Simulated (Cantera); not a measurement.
Input: 1 mol Hg, 0.12 mol O₂, 0.63 mol N₂, at 575 K.

These are equilibrium values from Cantera (NASA tables, ideal gas, pure condensed phases), not measurements of a reactor. Candidate condensed phases: Hg, HgO; 10 gas species. Equilibrium is a limit: real reactors are often held back by kinetics, nucleation or transport.

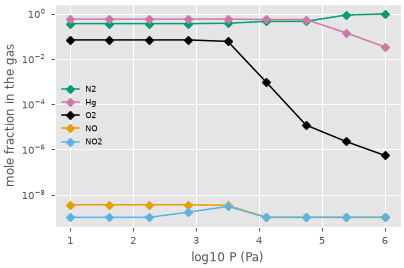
*Equilibrium gas composition (values under 1e-9 drawn at 1e-9)*

From 0.0750 Torr to 5.63 Torr nothing is condensed. From 24.0 Torr to 420 Torr the condensed part is HgO(s). From 1800 Torr to 7500 Torr the condensed part is Hg(l) + HgO(s). The main Hg-bearing gas is Hg throughout.
